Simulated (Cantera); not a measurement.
Charge: 1 mol SiO₂, 99 mol HCl, 16 mol O₂, 0.0034 mol N₂, held at 0.0113 Torr.

These are equilibrium values from Cantera (NASA tables, ideal gas, pure condensed phases), not measurements of a reactor. Candidate condensed phases: H₂O, NH₄Cl, Si, SiO₂, Si₂N₂O, Si₃N₄; 47 gas species. The tables hold silica as quartz up to 1696 K and as liquid above; real silica turns to tridymite and cristobalite and melts near 1996 K. Equilibrium is a limit: real reactors are often held back by kinetics, nucleation or transport.

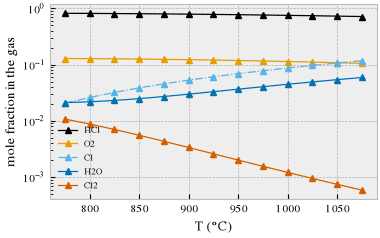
*Equilibrium gas composition (values under 1e-9 drawn at 1e-9)*

From 775 °C to 1075 °C the condensed part is SiO₂(β-quartz).
